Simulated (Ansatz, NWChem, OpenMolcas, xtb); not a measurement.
## SiHF3 (SMILES F[SiH](F)F): the HOMO–LUMO gap, rung by rung

SiHF3: 5 atoms, total charge 0, spin state singlet. As SMILES, `F[SiH](F)F`. The shape is that of a PBE0-D4/def2-TZVP optimisation.

```tsv
atom	x (Å)	y (Å)	z (Å)
F	-0.4471	-0.0822	1.4913
Si	0.0407	0.0017	-0.0018
F	-0.5971	1.2814	-0.6572
F	-0.4959	-1.2633	-0.7672
H	1.4994	0.0624	-0.0651
```

Each level gives the HOMO–LUMO gap (eV). The values are calculated.

```csv
level,kind,program,value (eV),CPU time
GFN0-xTB,semi-empirical,xtb,6.96,under 2 s
HF/def2-SVPD,Hartree–Fock,NWChem,17.82,14 s
SVWN5/def2-SVPD,LDA,Ansatz,9.48,3.5 s
BLYP/def2-SVPD,GGA,OpenMolcas,9.38,30 s
r2SCAN/def2-SVPD,meta-GGA,OpenMolcas,10.65,39 s
B3LYP/def2-SVPD,global hybrid,NWChem,11.35,14 s
CAM-B3LYP/def2-SVPD,range-separated hybrid,Ansatz,13.99,7.4 s
HSE06/def2-SVPD,range-separated hybrid,Ansatz,11.16,6.1 s
PBE-QIDH/def2-SVPD,double hybrid,Ansatz,15.72,7.2 s
```

The values span 6.96 to 17.82 eV. Orbital gaps aren't excitation energies, and those of double hybrids come from the SCF part alone; they tend to grow with the share of exact exchange. Times are those of the runs behind each value, whatever else they computed, on shared processors of several kinds: orders of magnitude only.

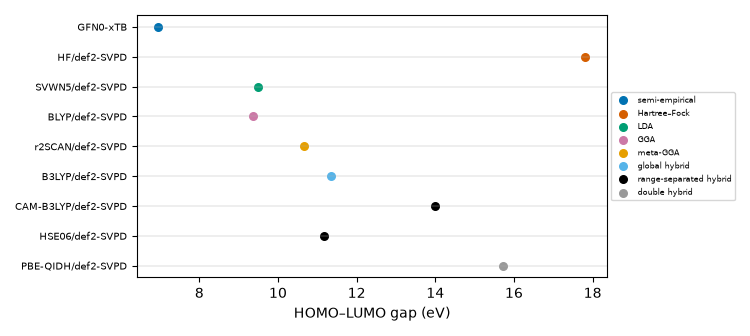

The values of the table, level by level.
